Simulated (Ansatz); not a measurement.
## Electronic structure of Cl4H3OSTa in real space

The calculation's input:

```
crystal:
  periodic: [false, false, false]
  atoms:
    - { symbol: Ta, position_ang: [-0.117842, -0.190962, 0.052273] }
    - { symbol: O, position_ang: [1.845059, -0.401474, 0.278994] }
    - { symbol: H, position_ang: [2.128989, -0.775516, 1.135993] }
    - { symbol: Cl, position_ang: [-0.195747, -0.619123, 2.381773] }
    - { symbol: Cl, position_ang: [0.391888, 0.618753, -2.068412] }
    - { symbol: Cl, position_ang: [-1.848373, 1.337367, 0.300595] }
    - { symbol: Cl, position_ang: [-1.035147, -2.183606, -0.58452] }
    - { symbol: S, position_ang: [1.731633, 2.800608, 1.180183] }
    - { symbol: H, position_ang: [1.574179, 2.255413, 2.422815] }
    - { symbol: H, position_ang: [2.425461, 1.68384, 0.741707] }
basis:
  gaussian: { orbitals: def2-SVP }
hamiltonian:
  xc: pbe
relax:
  f_tol: 0.03
  max_steps: 50
output:
  orbitals: {}
```

Run with:

```sh
ansatz run input.yaml --threads 4 --pin off --max-ram 5120MiB --backend cpu --events-out ev --progress --plain --runs-dir out
```

The fields are those of the run's last geometry, not of the input's.

Core potentials replace the inner electrons of Ta.

These are results of Ansatz, RKS PBE/def2-SVP, not measurements.

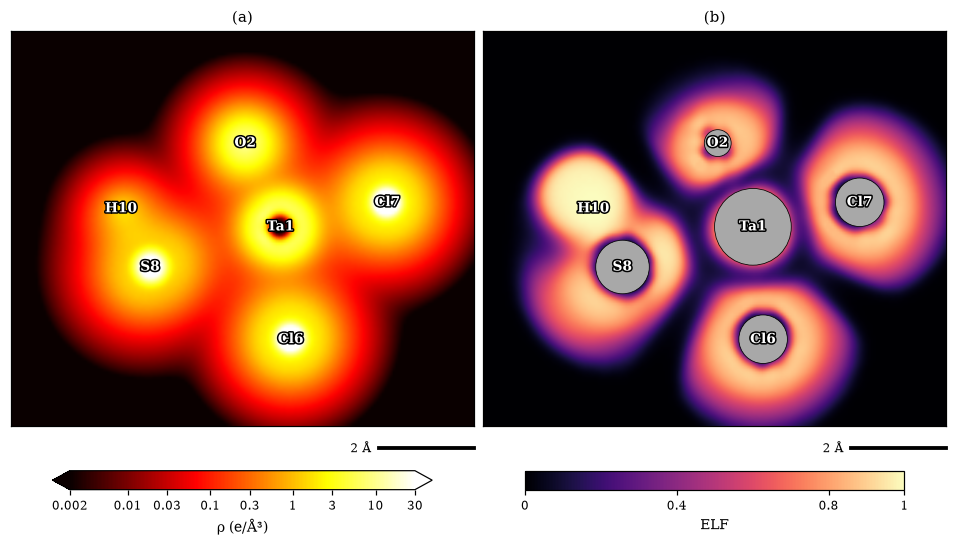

Figure 1. (a) electron density; (b) electron localisation function on the plane of atoms Cl6, Ta1 and Cl7. Grey discs cover the atomic cores in the ELF map.

Question: Describe what can be read from this map.

Answer: Atoms in the plane: Ta, O, Cl, S and H. Ta–O (1.92 Å): ρ at the midpoint is about 0.99 e/Å³; the ELF peaks at about 0.85 in the valence shell of O, 0.6 Å from its nucleus, and drops to about 0.25 between the two atoms. Ta–Cl (2.30 Å): ρ is about 0.67 e/Å³ halfway; the ELF peaks at about 0.85 in the valence shell of Cl, 0.8 Å from its nucleus, and is about 0.40 at the midpoint. Ta–S (2.87 Å): ρ at the midpoint is about 0.24 e/Å³; the ELF peaks at about 0.95 in the valence shell of S, 0.9 Å from its nucleus, and is about 0.40 at the midpoint.

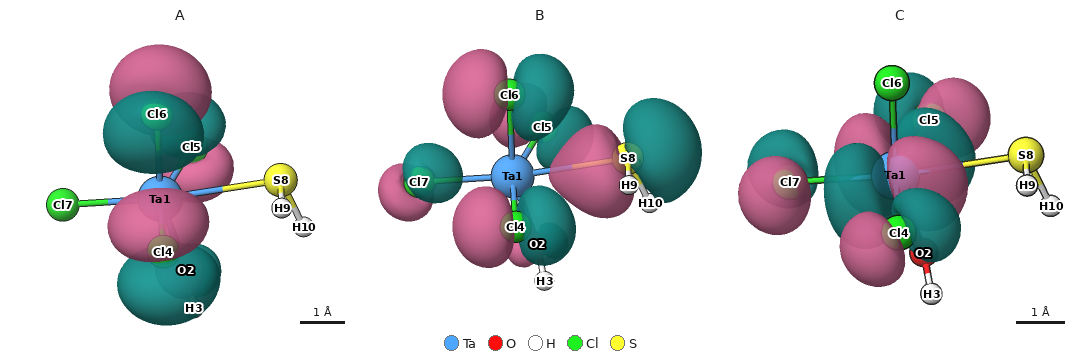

Figure 2. Three frontier orbitals at ±0.08 Å⁻³ᐟ² (teal and pink are the two phases), in no order.

Question: Order the three orbitals by energy and name them.

Answer: B is the HOMO−1 (−7.40 eV). It lies mainly on S8 (about 35 %), Cl6 (about 25 %), Cl4 (about 15 %) and Cl5 (about 10 %); largely a combination of lone pairs on S8, Cl6, Cl4 and Cl5. A is the HOMO (−7.01 eV). By Hirshfeld shares it lies mainly on Cl4 (about 40 %), Cl6 (about 40 %) and Cl5 (about 10 %); largely a combination of lone pairs on Cl4, Cl6 and Cl5. C is the LUMO (−3.80 eV). It lies mainly on Ta1 (about 60 %), Cl5 (about 10 %), Cl7 (about 10 %) and Cl4 (about 10 %).

Question: What is the HOMO–LUMO gap?

Answer: 3.21 eV between the orbital energies.

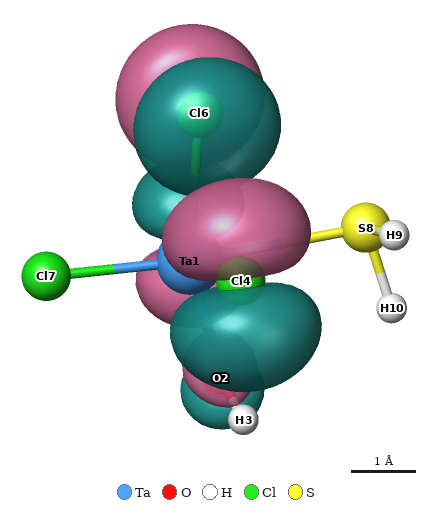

Figure 3. One frontier orbital at ±0.08 Å⁻³ᐟ² (teal and pink are the two phases), seen across its widest extent.

Question: Which orbital is it: HOMO or LUMO?

Answer: The HOMO, at −7.01 eV. By Hirshfeld shares it lies mainly on Cl4 (about 40 %), Cl6 (about 40 %) and Cl5 (about 10 %); largely a combination of lone pairs on Cl4, Cl6 and Cl5.
